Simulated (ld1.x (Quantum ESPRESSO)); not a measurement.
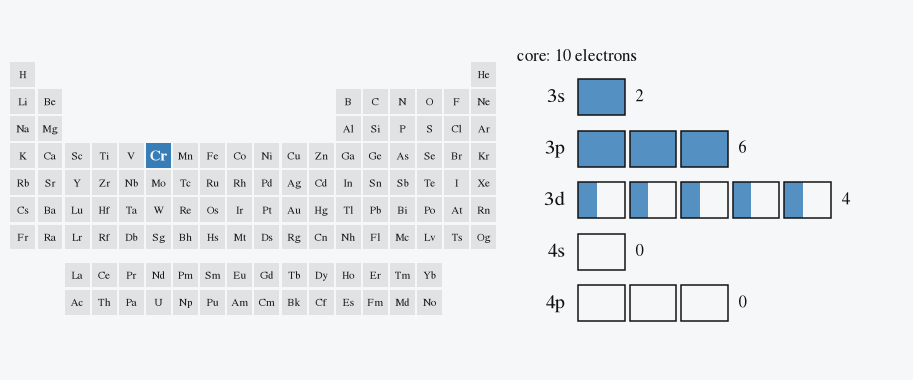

Left, the place of chromium in the periodic table; right, the valence shells of the reference configuration: a box for each of the 2l + 1 orbitals, shaded by the share of the shell that is filled, with the electron count at the right.

## Pseudopotential generation: Cr (part 1 of 2)

System: chromium (Cr, Z = 24), core [Ne], reference valence 3s2 3p6 3d4 4s0 4p0 (an ion of charge +2), valence charge 14.
Method: TM potential, LDA (PZ), scalar-relativistic, made with ld1.x (Quantum ESPRESSO) 7.5.

**Input**
```
 &input
   title='Cr', zed=24., rel=1, dft='PZ', iswitch=3,
   config='[Ar] 3d4 4s0 4p0',
   nld=3, rlderiv=2.00, eminld=-9.0, emaxld=5.0, deld=0.04
 /
 &inputp
   pseudotype=2, tm=.true., lloc=2,
   nlcc=.true., rcore=1.10,
   file_pseudopw='Cr.UPF', file_wfcaegen='ae.wfc', file_wfcncgen='nc.wfc', file_beta='beta', file_chi='chi'
 /
3
3S  1  0   2.00   0.00  1.45  1.45  0.0
3P  2  1   6.00   0.00  1.25  1.25  0.0
3D  3  2   4.00   0.00  1.85  1.85  0.0
 &test
   configts(1)='3s2 3p6 3d4 4s0 4p0'
 /
```

**Input of the test run**
```
 &input
   title='Cr', zed=24., rel=1, dft='PZ', iswitch=2,
   config='[Ar] 3d4 4s0 4p0'
 /
 &test
   file_pseudo='Cr.UPF', nconf=10,
   configts(1)='3s2 3p6 3d4 4s0 4p0',
   configts(2)='3s2 3p6 3d5 4s1 4p0',
   configts(3)='3s2 3p6 3d5 4s0 4p0',
   configts(4)='3s2 3p6 3d3 4s0 4p0',
   configts(5)='3s2 3p6 3d4 4s2 4p0',
   configts(6)='3s2 3p6 3d5 4s0 4p1',
   configts(7)='3s2 3p5 3d5 4s1 4p0',
   configts(8)='3s2 3p6 3d5.5 4s0.5 4p0',
   configts(9)='3s2 3p6 3d4 4s0 4p0', lsdts(9)=1,
   configts(10)='3s2 3p6 3d5 4s1 4p0', lsdts(10)=1
 /
```

Hardware: 1 CPU thread, shared host.

Launched with:
```bash
ld1.x < Cr.in > Cr.out
```

**The program's output**
```
     Program LD1 v.7.5
     --------------------------- All-electron run ----------------------------

     Cr
     scalar relativistic calculation

     atomic number is 24.00
     dft =PZ   lsd =0 sic =0 latt =0  beta=0.20 tr2=1.0E-14
     Exchange-correlation= PZ
                           (   1   1   0   0   0   0   0)
     mesh =1183 r(mesh) =  99.18097 a.u. xmin = -7.00 dx = 0.01250
     1 Ry =  13.60569312 eV, c = 137.03599908

     n l     nl                  e(Ry)          e(Ha)          e(eV)
     1 0     1S 1( 2.00)      -432.7707      -216.3853     -5888.1450
     2 0     2S 1( 2.00)       -50.4966       -25.2483      -687.0418
     2 1     2P 1( 6.00)       -42.7655       -21.3827      -581.8536
     3 0     3S 1( 2.00)        -6.9666        -3.4833       -94.7848
     3 1     3P 1( 6.00)        -4.8831        -2.4416       -66.4386
     3 2     3D 1( 4.00)        -1.7009        -0.8504       -23.1417
     4 0     4S 1( 0.00)        -1.3792        -0.6896       -18.7648
     4 1     4P 1( 0.00)        -0.9887        -0.4943       -13.4514

     final scf error:  4.3E-15 reached in  34 iterations

     Etot =   -2095.229013 Ry,   -1047.614506 Ha,  -28507.042973 eV

     Ekin =    2115.467050 Ry,    1057.733525 Ha,   28782.395488 eV
     Encl =   -4970.575540 Ry,   -2485.287770 Ha,  -67628.125438 eV
     Eh   =     851.828050 Ry,     425.914025 Ha,   11589.711037 eV
     Exc  =     -91.948572 Ry,     -45.974286 Ha,   -1251.024060 eV

     normalization and overlap integrals

     s(1S/1S) =  1.000000  <r> =   0.0637  <r2> =    0.0055  r(max) =   0.0417
     s(2S/2S) =  1.000000  <r> =   0.2939  <r2> =    0.1021  r(max) =   0.2428
     s(2P/2P) =  1.000000  <r> =   0.2602  <r2> =    0.0834  r(max) =   0.1988
     s(3S/3S) =  1.000000  <r> =   0.8993  <r2> =    0.9341  r(max) =   0.7764
     s(3P/3P) =  1.000000  <r> =   0.9572  <r2> =    1.0805  r(max) =   0.7961
     s(3D/3D) =  1.000000  <r> =   1.2254  <r2> =    1.9320  r(max) =   0.8162
     s(4S/4S) =  1.000000  <r> =   2.6575  <r2> =    7.9930  r(max) =   2.3325
     s(4P/4P) =  1.000000  <r> =   3.1414  <r2> =   11.2242  r(max) =   2.7441

     ------------------------ End of All-electron run ------------------------

     --------------------- Generating NC pseudopotential ---------------------

      Generating local pot.: lloc=2, matching radius rcloc =   1.8500

      Computing core charge for nlcc:

       r > 1.10 : true rho core
       r < 1.10 : rho core = a sin(br)/r    a=   0.02  b=   2.66

      Integrated core pseudo-charge :   0.01

      Wfc   3S  rcut= 1.451  Using Troullier-Martins method

      Wfc   3P  rcut= 1.249  Using Troullier-Martins method

     ------------------- End of pseudopotential generation -------------------

     --------------------------- All-electron run ----------------------------

     Cr
     scalar relativistic calculation

     atomic number is 24.00
     dft =PZ   lsd =0 sic =0 latt =0  beta=0.20 tr2=1.0E-14
     Exchange-correlation= PZ
                           (   1   1   0   0   0   0   0)
     mesh =1183 r(mesh) =  99.18097 a.u. xmin = -7.00 dx = 0.01250
     1 Ry =  13.60569312 eV, c = 137.03599908

     n l     nl                  e(Ry)          e(Ha)          e(eV)
     1 0     1S 1( 2.00)      -432.7707      -216.3853     -5888.1450
     2 0     2S 1( 2.00)       -50.4966       -25.2483      -687.0418
     2 1     2P 1( 6.00)       -42.7655       -21.3827      -581.8536
     3 0     3S 1( 2.00)        -6.9666        -3.4833       -94.7848
     3 1     3P 1( 6.00)        -4.8831        -2.4416       -66.4386
     3 2     3D 1( 4.00)        -1.7009        -0.8504       -23.1417
     4 0     4S 1( 0.00)        -1.3792        -0.6896       -18.7648
     4 1     4P 1( 0.00)        -0.9887        -0.4943       -13.4514

     final scf error:  4.3E-15 reached in  34 iterations

     Etot =   -2095.229013 Ry,   -1047.614506 Ha,  -28507.042973 eV

     Ekin =    2115.467050 Ry,    1057.733525 Ha,   28782.395488 eV
     Encl =   -4970.575540 Ry,   -2485.287770 Ha,  -67628.125438 eV
     Eh   =     851.828050 Ry,     425.914025 Ha,   11589.711037 eV
     Exc  =     -91.948572 Ry,     -45.974286 Ha,   -1251.024060 eV

     normalization and overlap integrals

     s(1S/1S) =  1.000000  <r> =   0.0637  <r2> =    0.0055  r(max) =   0.0417
     s(2S/2S) =  1.000000  <r> =   0.2939  <r2> =    0.1021  r(max) =   0.2428
     s(2P/2P) =  1.000000  <r> =   0.2602  <r2> =    0.0834  r(max) =   0.1988
     s(3S/3S) =  1.000000  <r> =   0.8993  <r2> =    0.9341  r(max) =   0.7764
     s(3P/3P) =  1.000000  <r> =   0.9572  <r2> =    1.0805  r(max) =   0.7961
     s(3D/3D) =  1.000000  <r> =   1.2254  <r2> =    1.9320  r(max) =   0.8162
     s(4S/4S) =  1.000000  <r> =   2.6575  <r2> =    7.9930  r(max) =   2.3325
     s(4P/4P) =  1.000000  <r> =   3.1414  <r2> =   11.2242  r(max) =   2.7441

     ------------------------ End of All-electron run ------------------------

     Computing logarithmic derivative in   1.99514

       Warning: n=1, l=0 expected 0 nodes, found 1
       Setting wfc to zero for this iteration
       (This warning will only be printed once per wavefunction)

     Computing logarithmic derivative in   1.99514
     Computing the partial wave expansion
     R is outside the sphere for l=    0 j= 0.00
     R is outside the sphere for l=    1 j= 0.00
       no projector for channel:   2

     ---------------------- Testing the pseudopotential ----------------------

     Cr
     scalar relativistic calculation

     atomic number is 24.00   valence charge is 14.00
     dft =PZ   lsd =0 sic =0 latt =0  beta=0.20 tr2=1.0E-14
     mesh =1183 r(mesh) =  99.18097 xmin = -7.00 dx = 0.01250

     n l     nl             e AE (Ry)        e PS (Ry)    De AE-PS (Ry)
     1 0     3S   1( 2.00)       -6.96656       -6.96655       -0.00000
     2 1     3P   1( 6.00)       -4.88315       -4.88317        0.00002
     3 2     3D   1( 4.00)       -1.70088       -1.70089        0.00000
     2 0     4S   1( 0.00)       -1.37919       -1.44225        0.06306  !
     3 1     4P   1( 0.00)       -0.98866       -0.95385       -0.03481  !

     eps = 8.4E-15  iter = 15

     Etot =   -2095.229013 Ry,   -1047.614506 Ha,  -28507.042973 eV
     Etotps =  -169.598941 Ry,     -84.799471 Ha,   -2307.511149 eV

     Ekin =      75.894333 Ry,      37.947166 Ha,    1032.595002 eV
     Encl =    -384.121428 Ry,    -192.060714 Ha,   -5226.238275 eV
     Ehrt =     125.203007 Ry,      62.601503 Ha,    1703.473687 eV
     Ecxc =     -18.013193 Ry,      -9.006596 Ha,    -245.081973 eV
     (Ecc =      -0.001686 Ry,      -0.000843 Ha,      -0.022935 eV)
     Epseu=      31.438340 Ry,      15.719170 Ha,     427.740410 eV

     ---------------------- End of pseudopotential test ----------------------
```

**Output of the test run (extracts)**
```
     ---------------------- Testing the pseudopotential ----------------------

     Cr
     scalar relativistic calculation

     atomic number is 24.00   valence charge is 14.00
     dft =PZ   lsd =0 sic =0 latt =0  beta=0.20 tr2=1.0E-14
     mesh =1183 r(mesh) =  99.18097 xmin = -7.00 dx = 0.01250

     n l     nl             e AE (Ry)        e PS (Ry)    De AE-PS (Ry)
     1 0     3S   1( 2.00)       -6.96656       -6.96655       -0.00000
     2 1     3P   1( 6.00)       -4.88315       -4.88317        0.00002
     3 2     3D   1( 4.00)       -1.70088       -1.70089        0.00000
     2 0     4S   1( 0.00)       -1.37919       -1.44225        0.06306  !
     3 1     4P   1( 0.00)       -0.98866       -0.95385       -0.03481  !

     eps = 8.5E-15  iter = 15

     Etot =   -2095.229013 Ry,   -1047.614506 Ha,  -28507.042973 eV
     Etotps =  -169.598941 Ry,     -84.799471 Ha,   -2307.511149 eV

     Ekin =      75.894333 Ry,      37.947166 Ha,    1032.595002 eV
     Encl =    -384.121428 Ry,    -192.060714 Ha,   -5226.238275 eV
     Ehrt =     125.203007 Ry,      62.601503 Ha,    1703.473687 eV
     Ecxc =     -18.013193 Ry,      -9.006596 Ha,    -245.081973 eV
     (Ecc =      -0.001686 Ry,      -0.000843 Ha,      -0.022935 eV)
     Epseu=      31.438340 Ry,      15.719170 Ha,     427.740410 eV

     ---------------------- End of pseudopotential test ----------------------

     ---------------------- Testing the pseudopotential ----------------------

     Cr
     scalar relativistic calculation

     atomic number is 24.00   valence charge is 14.00
     dft =PZ   lsd =0 sic =0 latt =0  beta=0.20 tr2=1.0E-14
     mesh =1183 r(mesh) =  99.18097 xmin = -7.00 dx = 0.01250

     n l     nl             e AE (Ry)        e PS (Ry)    De AE-PS (Ry)
     1 0     3S   1( 2.00)       -5.40654       -5.37652       -0.03002  !
     2 1     3P   1( 6.00)       -3.33304       -3.30653       -0.02652  !
     3 2     3D   1( 5.00)       -0.23010       -0.21432       -0.01579  !
     2 0     4S   1( 1.00)       -0.30859       -0.31683        0.00824  !
     3 1     4P   1( 0.00)       -0.07955       -0.06928       -0.01026  !

     eps = 5.3E-15  iter = 20

     Etot =   -2096.955018 Ry,   -1048.477509 Ha,  -28530.526465 eV
     Etotps =  -171.335682 Ry,     -85.667841 Ha,   -2331.140713 eV
     dEtot_ae =      -1.726005 Ry
     dEtot_ps =      -1.736741 Ry,   Delta E=       0.010736 Ry

     Ekin =      77.715232 Ry,      38.857616 Ha,    1057.369593 eV
     Encl =    -406.928582 Ry,    -203.464291 Ha,   -5536.545410 eV
     Ehrt =     145.337361 Ry,      72.668681 Ha,    1977.415540 eV
     Ecxc =     -19.131727 Ry,      -9.565863 Ha,    -260.300406 eV
     (Ecc =      -0.001686 Ry,      -0.000843 Ha,      -0.022935 eV)
     Epseu=      31.672034 Ry,      15.836017 Ha,     430.919970 eV

     ---------------------- End of pseudopotential test ----------------------

     ---------------------- Testing the pseudopotential ----------------------

     Cr
     scalar relativistic calculation

     atomic number is 24.00   valence charge is 14.00
     dft =PZ   lsd =0 sic =0 latt =0  beta=0.20 tr2=1.0E-14
     mesh =1183 r(mesh) =  99.18097 xmin = -7.00 dx = 0.01250

     n l     nl             e AE (Ry)        e PS (Ry)    De AE-PS (Ry)
     1 0     3S   1( 2.00)       -5.92655       -5.91577       -0.01078  !
     2 1     3P   1( 6.00)       -3.85563       -3.84534       -0.01029  !
     3 2     3D   1( 5.00)       -0.74693       -0.74219       -0.00474
     2 0     4S   1( 0.00)       -0.74880       -0.76913        0.02033  !
     3 1     4P   1( 0.00)       -0.44851       -0.43098       -0.01753  !

     eps = 2.8E-15  iter = 16

     Etot =   -2096.430209 Ry,   -1048.215105 Ha,  -28523.386080 eV
     Etotps =  -170.797796 Ry,     -85.398898 Ha,   -2323.822404 eV
     dEtot_ae =      -1.201196 Ry
     dEtot_ps =      -1.198855 Ry,   Delta E=      -0.002341 Ry

     Ekin =      78.524829 Ry,      39.262415 Ha,    1068.384729 eV
     Encl =    -399.464648 Ry,    -199.732324 Ha,   -5434.993416 eV
     Ehrt =     138.093478 Ry,      69.046739 Ha,    1878.857479 eV
     Ecxc =     -18.885183 Ry,      -9.442592 Ha,    -256.946007 eV
     (Ecc =      -0.001686 Ry,      -0.000843 Ha,      -0.022935 eV)
     Epseu=      30.933728 Ry,      15.466864 Ha,     420.874811 eV

     ---------------------- End of pseudopotential test ----------------------

     ---------------------- Testing the pseudopotential ----------------------

     Cr
     scalar relativistic calculation

     atomic number is 24.00   valence charge is 14.00
     dft =PZ   lsd =0 sic =0 latt =0  beta=0.20 tr2=1.0E-14
     mesh =1183 r(mesh) =  99.18097 xmin = -7.00 dx = 0.01250

     n l     nl             e AE (Ry)        e PS (Ry)    De AE-PS (Ry)
     1 0     3S   1( 2.00)       -8.25534       -8.26053        0.00518  !
     2 1     3P   1( 6.00)       -6.15181       -6.15597        0.00417
     3 2     3D   1( 3.00)       -2.89523       -2.88679       -0.00843  !
     2 0     4S   1( 0.00)       -2.12846       -2.29618        0.16772  !
     3 1     4P   1( 0.00)       -1.65555       -1.59955       -0.05600  !

     eps = 2.3E-15  iter = 14

     Etot =   -2092.948657 Ry,   -1046.474329 Ha,  -28476.017156 eV
     Etotps =  -167.320650 Ry,     -83.660325 Ha,   -2276.513414 eV
     dEtot_ae =       2.280355 Ry
     dEtot_ps =       2.278291 Ry,   Delta E=       0.002064 Ry

     Ekin =      71.307894 Ry,      35.653947 Ha,     970.193321 eV
     Encl =    -364.560943 Ry,    -182.280471 Ha,   -4960.104311 eV
     Ehrt =     110.476330 Ry,      55.238165 Ha,    1503.107037 eV
     Ecxc =     -16.838970 Ry,      -8.419485 Ha,    -229.105858 eV
     (Ecc =      -0.001686 Ry,      -0.000843 Ha,      -0.022935 eV)
     Epseu=      32.295039 Ry,      16.147520 Ha,     439.396397 eV

     ---------------------- End of pseudopotential test ----------------------

     ---------------------- Testing the pseudopotential ----------------------

     Cr
     scalar relativistic calculation

     atomic number is 24.00   valence charge is 14.00
     dft =PZ   lsd =0 sic =0 latt =0  beta=0.20 tr2=1.0E-14
     mesh =1183 r(mesh) =  99.18097 xmin = -7.00 dx = 0.01250

     n l     nl             e AE (Ry)        e PS (Ry)    De AE-PS (Ry)
     1 0     3S   1( 2.00)       -5.69771       -5.61857       -0.07914  !
     2 1     3P   1( 6.00)       -3.61405       -3.54399       -0.07006  !
     3 2     3D   1( 4.00)       -0.45724       -0.40560       -0.05164  !
     2 0     4S   1( 2.00)       -0.37333       -0.37827        0.00494
     3 1     4P   1( 0.00)       -0.11076       -0.09003       -0.02073  !

     eps = 3.3E-15  iter = 25

     Etot =   -2096.959256 Ry,   -1048.479628 Ha,  -28530.584135 eV
     Etotps =  -171.377666 Ry,     -85.688833 Ha,   -2331.711936 eV
     dEtot_ae =      -1.730243 Ry
     dEtot_ps =      -1.778725 Ry,   Delta E=       0.048482 Ry

     Ekin =      75.304879 Ry,      37.652440 Ha,    1024.575075 eV
     Encl =    -403.237584 Ry,    -201.618792 Ha,   -5486.326829 eV
     Ehrt =     142.369451 Ry,      71.184726 Ha,    1937.035064 eV
     Ecxc =     -18.785764 Ry,      -9.392882 Ha,    -255.593342 eV
     (Ecc =      -0.001686 Ry,      -0.000843 Ha,      -0.022935 eV)
     Epseu=      32.971352 Ry,      16.485676 Ha,     448.598096 eV

     ---------------------- End of pseudopotential test ----------------------

     ---------------------- Testing the pseudopotential ----------------------

     Cr
     scalar relativistic calculation

     atomic number is 24.00   valence charge is 14.00
     dft =PZ   lsd =0 sic =0 latt =0  beta=0.20 tr2=1.0E-14
     mesh =1183 r(mesh) =  99.18097 xmin = -7.00 dx = 0.01250

     n l     nl             e AE (Ry)        e PS (Ry)    De AE-PS (Ry)
     1 0     3S   1( 2.00)       -5.50935       -5.51144        0.00209
     2 1     3P   1( 6.00)       -3.43681       -3.43961        0.00280
     3 2     3D   1( 5.00)       -0.32981       -0.33695        0.00713  !
     2 0     4S   1( 0.00)       -0.37890       -0.40273        0.02382  !
     3 1     4P   1( 1.00)       -0.13573       -0.13216       -0.00357

     eps = 5.1E-15  iter = 24

     Etot =   -2096.719564 Ry,   -1048.359782 Ha,  -28527.322957 eV
     Etotps =  -171.077701 Ry,     -85.538851 Ha,   -2327.630705 eV
     dEtot_ae =      -1.490551 Ry
     dEtot_ps =      -1.478760 Ry,   Delta E=      -0.011791 Ry

     Ekin =      78.366420 Ry,      39.183210 Ha,    1066.229466 eV
     Encl =    -405.017780 Ry,    -202.508890 Ha,   -5510.547618 eV
     Ehrt =     143.559338 Ry,      71.779669 Ha,    1953.224296 eV
     Ecxc =     -19.052190 Ry,      -9.526095 Ha,    -259.218249 eV
     (Ecc =      -0.001686 Ry,      -0.000843 Ha,      -0.022935 eV)
     Epseu=      31.066510 Ry,      15.533255 Ha,     422.681401 eV

     ---------------------- End of pseudopotential test ----------------------

     ---------------------- Testing the pseudopotential ----------------------

     Cr
     scalar relativistic calculation

     atomic number is 24.00   valence charge is 14.00
     dft =PZ   lsd =0 sic =0 latt =0  beta=0.20 tr2=1.0E-14
     mesh =1183 r(mesh) =  99.18097 xmin = -7.00 dx = 0.01250

     n l     nl             e AE (Ry)        e PS (Ry)    De AE-PS (Ry)
     1 0     3S   1( 2.00)       -6.37931       -6.33752       -0.04178  !
     2 1     3P   1( 5.00)       -4.29264       -4.24789       -0.04475  !
     3 2     3D   1( 5.00)       -1.10394       -1.06265       -0.04129  !
     2 0     4S   1( 1.00)       -0.87030       -0.89909        0.02878  !
     3 1     4P   1( 0.00)       -0.53671       -0.49946       -0.03726  !

     eps = 1.8E-15  iter = 28

     Etot =   -2093.172110 Ry,   -1046.586055 Ha,  -28479.057385 eV
     Etotps =  -167.586435 Ry,     -83.793217 Ha,   -2280.129604 eV
     dEtot_ae =       2.056903 Ry
     dEtot_ps =       2.012506 Ry,   Delta E=       0.044396 Ry

     Ekin =      79.418152 Ry,      39.709076 Ha,    1080.539008 eV
     Encl =    -391.764220 Ry,    -195.882110 Ha,   -5330.223758 eV
     Ehrt =     133.170827 Ry,      66.585414 Ha,    1811.881411 eV
     Ecxc =     -18.263161 Ry,      -9.131581 Ha,    -248.482967 eV
     (Ecc =      -0.001686 Ry,      -0.000843 Ha,      -0.022935 eV)
     Epseu=      29.851967 Ry,      14.925984 Ha,     406.156703 eV

     ---------------------- End of pseudopotential test ----------------------

     ---------------------- Testing the pseudopotential ----------------------

     Cr
     scalar relativistic calculation

     atomic number is 24.00   valence charge is 14.00
     dft =PZ   lsd =0 sic =0 latt =0  beta=0.20 tr2=1.0E-14
     mesh =1183 r(mesh) =  99.18097 xmin = -7.00 dx = 0.01250

     n l     nl             e AE (Ry)        e PS (Ry)    De AE-PS (Ry)
     1 0     3S   1( 2.00)       -5.30836       -5.29115       -0.01721  !
     2 1     3P   1( 6.00)       -3.23824       -3.22279       -0.01544  !
     3 2     3D   1( 5.50)       -0.15752       -0.15024       -0.00728  !
     2 0     4S   1( 0.50)       -0.28707       -0.29668        0.00961  !
     3 1     4P   1( 0.00)       -0.07073       -0.06415       -0.00657  !

     eps = 5.4E-15  iter = 30

     Etot =   -2096.902287 Ry,   -1048.451143 Ha,  -28529.809022 eV
     Etotps =  -171.272841 Ry,     -85.636420 Ha,   -2330.285712 eV
     dEtot_ae =      -1.673274 Ry
     dEtot_ps =      -1.673900 Ry,   Delta E=       0.000626 Ry

     Ekin =      78.574358 Ry,      39.287179 Ha,    1069.058597 eV
     Encl =    -408.195881 Ry,    -204.097941 Ha,   -5553.787896 eV
     Ehrt =     146.401214 Ry,      73.200607 Ha,    1991.889987 eV
     Ecxc =     -19.256409 Ry,      -9.628204 Ha,    -261.996786 eV
     (Ecc =      -0.001686 Ry,      -0.000843 Ha,      -0.022935 eV)
     Epseu=      31.203878 Ry,      15.601939 Ha,     424.550387 eV

     ---------------------- End of pseudopotential test ----------------------
```

(Continued in part 2.) Outcome of the run: generated; ld1.x warns of wrong node counts.
